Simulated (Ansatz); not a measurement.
# AlPH$_{3}$F$_{3}$: molecular dynamics (part 3 of 3)

Continued. System: AlPH$_{3}$F$_{3}$. Method: RHF/def2-SVP (Ansatz 0.2.0). It belongs to a series of runs on one base structure; here: dynamics from the highest image of the converged band.

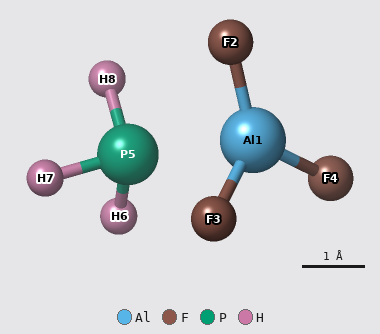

**Figure 1.** The geometry at step 120 of the log (ball-and-stick view, seen at a tilt; atoms are numbered from 1 in the order of the input).

## Trajectory as extended XYZ, continued
```
8
Properties=species:S:1:pos:R:3:forces:R:3 step=40 time_fs=20.0 energy=-24013.92299 temperature=1609.2
Al    0.0637   -0.2083   -0.0552   -0.5870   2.0950   1.8012
F    -0.0479    0.0126    1.6298   -0.0717   0.2350  -0.5941
F     1.4919    0.4770   -0.5022    0.1246  -0.4386  -0.6981
F    -1.3745    0.1658   -0.7854    0.3695  -0.4599  -0.3535
P     0.2022   -2.4619    0.6916   -0.5307  -1.9747   4.1807
H    -0.7073   -3.5158    0.5145    0.3477  -0.1336  -0.8814
H     1.4401   -3.0790    0.8943    0.1455  -0.2718  -0.8429
H    -0.0427   -2.5468    2.2219    0.2021   0.9486  -2.6119
8
Properties=species:S:1:pos:R:3:forces:R:3 step=48 time_fs=24.0 energy=-24013.75835 temperature=1397.7
Al    0.0581   -0.1742   -0.0191   -0.5499   1.5786  -0.5546
F    -0.0386    0.0354    1.5844   -0.2689   0.5742   1.8674
F     1.4941    0.4687   -0.5048    0.0815  -0.4468  -0.6842
F    -1.3756    0.1515   -0.7921    0.5333  -0.4549  -0.2174
P     0.1986   -2.4761    0.6995   -0.5338  -3.4395   3.8083
H    -0.6306   -3.5800    0.4296    0.2248   0.1200  -1.1549
H     1.4307   -3.1197    0.8387    0.3350  -0.0068  -0.8745
H    -0.0493   -2.9213    2.1850    0.1781   2.0752  -2.1900
8
Properties=species:S:1:pos:R:3:forces:R:3 step=56 time_fs=28.0 energy=-24013.93552 temperature=1624.4
Al    0.0495   -0.1313    0.0135   -0.2263   0.6193  -3.3252
F    -0.0314    0.0629    1.5545   -0.4671   1.0045   4.6933
F     1.4968    0.4568   -0.5130   -0.0156  -0.4058  -0.6183
F    -1.3725    0.1336   -0.8006    0.5087  -0.3463  -0.1397
P     0.1931   -2.5064    0.7236    1.0875  -2.0588  -3.5512
H    -0.5182   -3.6209    0.1774    0.1655   0.7236  -0.5958
H     1.4622   -3.1566    0.6561   -0.1992   0.5758  -0.3221
H    -0.0407   -3.0178    1.8836   -0.8536  -0.1124   3.8588
8
Properties=species:S:1:pos:R:3:forces:R:3 step=64 time_fs=32.0 energy=-24014.23337 temperature=2005.2
Al    0.0397   -0.0848    0.0284    0.1456  -0.1684  -3.5228
F    -0.0279    0.0984    1.5610   -0.4949   1.1650   5.1182
F     1.4995    0.4416   -0.5262   -0.0512  -0.3103  -0.5799
F    -1.3654    0.1129   -0.8104    0.2142  -0.1751  -0.2500
P     0.1919   -2.5481    0.7349    0.3829  -2.1857  -2.2577
H    -0.3838   -3.5558   -0.1505   -0.1647   0.8740   0.9011
H     1.4703   -3.1145    0.4333   -0.1862   0.4870   0.8030
H    -0.1310   -3.0831    1.9986    0.1542   0.3135  -0.2120
8
Properties=species:S:1:pos:R:3:forces:R:3 step=72 time_fs=36.0 energy=-24013.83344 temperature=1495.3
Al    0.0306   -0.0390    0.0247    0.4784  -0.5577  -0.6331
F    -0.0283    0.1430    1.6071   -0.3764   0.9347   2.5795
F     1.5019    0.4239   -0.5441   -0.0081  -0.1876  -0.5710
F    -1.3567    0.0908   -0.8223   -0.2623  -0.0124  -0.5054
P     0.1928   -2.5988    0.7333   -0.5408  -0.1836  -0.0828
H    -0.2804   -3.3764   -0.3605   -0.8805  -0.3451   1.0531
H     1.4629   -3.0060    0.3222    0.6372  -0.1768   1.1888
H    -0.2144   -3.1311    2.1624    0.9525   0.5285  -3.0291
8
Properties=species:S:1:pos:R:3:forces:R:3 step=80 time_fs=40.0 energy=-24014.13764 temperature=1881.8
Al    0.0242    0.0037    0.0174    0.6757  -0.7404   2.2816
F    -0.0318    0.1953    1.6739   -0.2528   0.6036  -0.2566
F     1.5041    0.4047   -0.5667    0.0047  -0.0809  -0.5152
F    -1.3500    0.0685   -0.8383   -0.5591   0.0853  -0.6396
P     0.1922   -2.6502    0.7296    1.3110   2.9579  -3.2631
H    -0.3022   -3.2441   -0.4200   -0.8426  -1.1572   0.4397
H     1.5307   -2.9176    0.3869    0.0039  -0.4154   0.9713
H    -0.1742   -3.1171    1.9336   -0.3408  -1.2528   0.9819
8
Properties=species:S:1:pos:R:3:forces:R:3 step=88 time_fs=44.0 energy=-24014.28301 temperature=2068.5
Al    0.0215    0.0423    0.0222    0.4390  -0.6639   3.5251
F    -0.0373    0.2524    1.7394   -0.1426   0.3159  -2.0451
F     1.5063    0.3848   -0.5934   -0.1504  -0.0693  -0.3324
F    -1.3474    0.0469   -0.8591   -0.2777   0.1134  -0.3813
P     0.1976   -2.6875    0.7100    0.8926   2.7355  -2.3324
H    -0.4361   -3.2731   -0.4013    0.3732  -0.8299   0.4568
H     1.5997   -2.8936    0.5892   -0.6624  -0.6472   0.0077
H    -0.1855   -3.2916    1.8445   -0.4718  -0.9544   1.1015
8
Properties=species:S:1:pos:R:3:forces:R:3 step=96 time_fs=48.0 energy=-24013.90526 temperature=1588.0
Al    0.0212    0.0771    0.0465   -0.0264  -0.5330   3.1602
F    -0.0440    0.3122    1.7890   -0.0565   0.0755  -2.8410
F     1.5071    0.3643   -0.6226   -0.5146  -0.1064   0.0054
F    -1.3468    0.0262   -0.8828    0.4619   0.1617   0.2524
P     0.2068   -2.7121    0.6790   -1.6926  -0.5382   2.3755
H    -0.5187   -3.4275   -0.3180    1.2021  -0.3215   0.1126
H     1.5841   -2.9672    0.7958   -0.1592  -0.7582  -0.7782
H    -0.2629   -3.5878    1.9225    0.7853   2.0202  -2.2869
8
Properties=species:S:1:pos:R:3:forces:R:3 step=104 time_fs=52.0 energy=-24014.18348 temperature=1942.1
Al    0.0208    0.1088    0.0883   -0.2803  -0.4911   1.6976
F    -0.0512    0.3726    1.8160   -0.0236  -0.1056  -2.8478
F     1.5036    0.3429   -0.6517   -1.0058  -0.1220   0.4773
F    -1.3424    0.0069   -0.9044    1.2045   0.2613   1.0190
P     0.2091   -2.7384    0.6578   -0.6993  -0.7827   1.1810
H    -0.4323   -3.6325   -0.2243    0.9182   0.1122  -0.6910
H     1.5379   -3.1480    0.8913    0.0076  -0.2000  -0.9254
H    -0.2431   -3.6144    1.7106   -0.1214   1.3279   0.0892
8
Properties=species:S:1:pos:R:3:forces:R:3 step=112 time_fs=56.0 energy=-24014.02954 temperature=1747.2
Al    0.0190    0.1376    0.1396   -0.2259  -0.6290  -0.3657
F    -0.0587    0.4322    1.8203   -0.0422  -0.1546  -2.1169
F     1.4921    0.3206   -0.6770   -1.3999  -0.0770   0.9653
F    -1.3285   -0.0103   -0.9178    1.6160   0.3829   1.6480
P     0.2092   -2.7668    0.6399    1.8687   0.3642  -2.8592
H    -0.2102   -3.8168   -0.2252    0.1549   0.7977  -0.6307
H     1.4901   -3.3552    0.8550   -0.0500   0.6506  -0.2982
H    -0.2753   -3.5009    1.5730   -1.9217  -1.3348   3.6574
8
Properties=species:S:1:pos:R:3:forces:R:3 step=120 time_fs=60.0 energy=-24013.94864 temperature=1642.6
Al    0.0159    0.1627    0.1887   -0.0224  -0.9657  -2.5276
F    -0.0665    0.4907    1.8079   -0.0951   0.0047  -0.7379
F     1.4693    0.2977   -0.6944   -1.4855   0.0158   1.3013
F    -1.3017   -0.0244   -0.9180    1.6021   0.4696   1.9571
P     0.2153   -2.7964    0.6130   -0.6257  -2.6638   1.2866
H     0.0295   -3.8845   -0.3140   -0.9509   1.0105   0.0178
H     1.4428   -3.4720    0.7788    0.4218   0.8429   0.7314
H    -0.5042   -3.4843    1.8175    1.1558   1.2861  -2.0285
8
Properties=species:S:1:pos:R:3:forces:R:3 step=128 time_fs=64.0 energy=-24013.90512 temperature=1586.6
Al    0.0128    0.1822    0.2237    0.2507  -1.5160  -4.0039
F    -0.0751    0.5494    1.7896   -0.1681   0.3074   0.7578
F     1.4348    0.2749   -0.7016   -1.1259   0.1678   1.3377
F    -1.2623   -0.0347   -0.9026    1.0857   0.4984   1.8124
P     0.2196   -2.8370    0.5907   -0.4168  -0.3629   1.5691
H     0.1330   -3.8140   -0.4126   -1.3785   0.0655  -0.1413
H     1.4541   -3.4657    0.8045    0.3926   0.5735   0.9958
H    -0.5971   -3.3175    1.8258    1.3602   0.2662  -2.3276
8
Properties=species:S:1:pos:R:3:forces:R:3 step=136 time_fs=68.0 energy=-24013.98723 temperature=1693.2
Al    0.0111    0.1931    0.2367    0.5336  -1.8135  -3.4783
F    -0.0850    0.6104    1.7768   -0.1946   0.4530   1.2836
F     1.3915    0.2535   -0.6981   -0.1987   0.3503   0.9437
F    -1.2144   -0.0411   -0.8728   -0.0495   0.3975   1.0605
P     0.2237   -2.8790    0.5739    4.0447   2.6557  -3.4074
H     0.0401   -3.7242   -0.5232   -0.6654  -0.2916   0.3138
H     1.5079   -3.3723    0.9671   -0.7377   0.1624   0.1499
H    -0.5393   -3.1286    1.5573   -2.7324  -1.9138   3.1342
8
Properties=species:S:1:pos:R:3:forces:R:3 step=144 time_fs=72.0 energy=-24014.07466 temperature=1801.5
Al    0.0124    0.1941    0.2310    0.6660  -1.3183  -0.5148
F    -0.0964    0.6749    1.7735   -0.1051   0.2078   0.5128
F     1.3470    0.2350   -0.6872    1.3211   0.4338   0.1113
F    -1.1674   -0.0444   -0.8349   -1.7991   0.0746  -0.3288
P     0.2422   -2.9100    0.5465   -1.0030   2.2431   0.7274
H    -0.1469   -3.6754   -0.5852    0.5797  -0.3350   0.8059
H     1.4694   -3.2629    1.1560   -0.4847  -0.8223  -0.5000
H    -0.7482   -3.1643    1.5708    0.8252  -0.4837  -0.8140
8
Properties=species:S:1:pos:R:3:forces:R:3 step=152 time_fs=76.0 energy=-24013.40700 temperature=946.0
Al    0.0174    0.1877    0.2227    0.6514  -0.4505   2.9335
F    -0.1087    0.7409    1.7742    0.0302  -0.2260  -0.5315
F     1.3134    0.2198   -0.6756    2.9659   0.4441  -0.8594
F    -1.1350   -0.0471   -0.7998   -3.5824  -0.3268  -1.7661
P     0.2580   -2.9292    0.5199   -3.7973   2.2054   2.4085
H    -0.2560   -3.6844   -0.5403    1.0694  -0.8170   0.1126
H     1.3654   -3.2736    1.2786    0.3509  -1.3696  -0.4909
H    -0.9008   -3.2905    1.5477    2.3119   0.5404  -1.8068
8
Properties=species:S:1:pos:R:3:forces:R:3 step=160 time_fs=80.0 energy=-24013.77896 temperature=1420.0
Al    0.0260    0.1785    0.2299    0.3006   0.1820   3.9036
F    -0.1207    0.8051    1.7709    0.1248  -0.5718  -1.0063
F     1.3031    0.2083   -0.6706    3.5402   0.3933  -1.2088
F    -1.1308   -0.0524   -0.7781   -3.8740  -0.4848  -1.9283
P     0.2576   -2.9378    0.5042    0.2609   1.5832   0.2567
H    -0.2082   -3.8088   -0.4775    1.0306  -0.4920  -0.4881
H     1.2940   -3.4750    1.3173   -0.1452  -0.5122  -0.9097
H    -0.7538   -3.3508    1.2932   -1.2380  -0.0976   1.3809
8
Properties=species:S:1:pos:R:3:forces:R:3 step=168 time_fs=84.0 energy=-24014.04057 temperature=1756.4
Al    0.0362    0.1702    0.2579   -0.2523   0.3176   1.7312
F    -0.1317    0.8649    1.7600    0.1709  -0.6673  -0.8085
F     1.3205    0.1999   -0.6746    2.4805   0.2615  -0.5269
F    -1.1566   -0.0613   -0.7710   -2.2835  -0.3140  -0.6278
P     0.2577   -2.9392    0.4898    0.9062  -1.5365  -0.3188
H    -0.0079   -3.9889   -0.4724    0.4899   1.0927  -0.0202
H     1.2073   -3.7482    1.2289   -0.2435   0.8274  -0.4958
H    -0.7754   -3.4316    1.2180   -1.2681   0.0186   1.0667
8
Properties=species:S:1:pos:R:3:forces:R:3 step=176 time_fs=88.0 energy=-24013.62277 temperature=1223.4
Al    0.0451    0.1635    0.2953   -0.4583   0.0502  -1.4606
F    -0.1414    0.9194    1.7427    0.1644  -0.5136  -0.2228
F     1.3575    0.1936   -0.6826    0.7528   0.1308   0.6054
F    -1.2008   -0.0727   -0.7689   -0.3186  -0.0597   0.8685
P     0.2618   -2.9470    0.4741   -2.0153  -2.9681   1.4095
H     0.2566   -4.0223   -0.4856   -0.7524   1.2778  -0.5048
H     1.0966   -3.9121    1.0787    0.6004   0.9217   0.9221
H    -0.9774   -3.5079    1.3005    2.0271   1.1609  -1.6173
8
Properties=species:S:1:pos:R:3:forces:R:3 step=184 time_fs=92.0 energy=-24013.82229 temperature=1477.5
Al    0.0516    0.1570    0.3249   -0.3069  -0.4187  -3.6022
F    -0.1498    0.9698    1.7236    0.1363  -0.3269   0.2231
F     1.4010    0.1885   -0.6859   -0.5943   0.0872   1.4334
F    -1.2481   -0.0847   -0.7603    0.9637   0.1155   1.7368
P     0.2575   -2.9681    0.4648   -0.2679  -0.5836   1.0444
H     0.4191   -3.8757   -0.5800   -1.0987   0.4129  -1.1033
H     1.0681   -3.9409    1.0551    0.6927   0.6100   1.2215
H    -0.9205   -3.4300    1.1712    0.4752   0.1037  -0.9537
8
Properties=species:S:1:pos:R:3:forces:R:3 step=192 time_fs=96.0 energy=-24013.88537 temperature=1561.2
Al    0.0563    0.1483    0.3347   -0.2288  -0.5721  -3.9458
F    -0.1570    1.0173    1.7058    0.1871  -0.4293   0.0690
F     1.4401    0.1840   -0.6779   -1.2939   0.0651   1.7395
F    -1.2880   -0.0958   -0.7379    1.5567   0.1870   1.9444
P     0.2547   -2.9920    0.4590    4.4119   1.3277  -1.2999
H     0.4234   -3.6492   -0.8062   -0.5828   0.4088   0.6407
H     1.1268   -3.8689    1.1934   -0.4561   0.6410  -0.2082
H    -0.8733   -3.3622    0.9389   -3.5940  -1.6281   1.0605
8
Properties=species:S:1:pos:R:3:forces:R:3 step=200 time_fs=100.0 energy=-24013.77586 temperature=1419.6
Al    0.0595    0.1365    0.3227   -0.3841  -0.2035  -2.8335
F    -0.1627    1.0611    1.6883    0.3337  -0.8613  -0.5780
F     1.4690    0.1801   -0.6561   -1.4469  -0.0001   1.6123
F    -1.3156   -0.1055   -0.7001    1.6467   0.1793   1.6562
P     0.2664   -3.0106    0.4490   -2.7925   1.4416   0.0931
H     0.3443   -3.3741   -0.9511    0.3509  -0.3867   1.3291
H     1.1349   -3.7164    1.3129   -0.3077  -0.4936  -0.7692
H    -1.1666   -3.4731    0.7982    2.5999   0.3243  -0.5101
```

This output came from the following input.

## The input
```yaml
crystal:
  periodic: [false, false, false]
  atoms:
    - { symbol: Al, position_ang: [0.071715, -0.231809, -0.088401] }
    - { symbol: F, position_ang: [-0.102244, -0.04525, 1.734427] }
    - { symbol: F, position_ang: [1.483319, 0.475514, -0.549393] }
    - { symbol: F, position_ang: [-1.351331, 0.199284, -0.791641] }
    - { symbol: P, position_ang: [0.221341, -2.471637, 0.714779] }
    - { symbol: H, position_ang: [-0.783064, -3.384715, 0.392559] }
    - { symbol: H, position_ang: [1.421735, -3.169863, 0.580981] }
    - { symbol: H, position_ang: [-0.00397, -1.171125, 1.868291] }
basis:
  gaussian: { orbitals: def2-SVP }
hamiltonian:
  xc: hf
md:
  timestep: 0.5
  n_steps: 200
  ensemble: nve
  temperature: 100.0
  initial_velocities: maxwell_boltzmann
  seed: 5918
```

Launched with:
```bash
ansatz run input.yaml --threads 1 --pin off --max-ram 2048MiB --backend cpu --events-out ev --progress --plain --runs-dir out
```

## Summary

- outcome: finished
- mean temperature over the second half: 1567 K
- trajectory: 200 steps, 100 fs
- ensemble: nve
- temperature in the input: 100.0 K
- time step: 0.5 fs
- potential energy (last step): −24013.7759 eV
- mean-field energy (last step): −24013.7759 eV
- largest force (length of the vector) (last step): 3.144 eV/Å
- hardware: 1 thread of Arm Neoverse V2, 24 GiB of memory available, shared host
- wall time: 4 min
- peak memory: 0.17 GiB

So short a trajectory is not equilibrated.
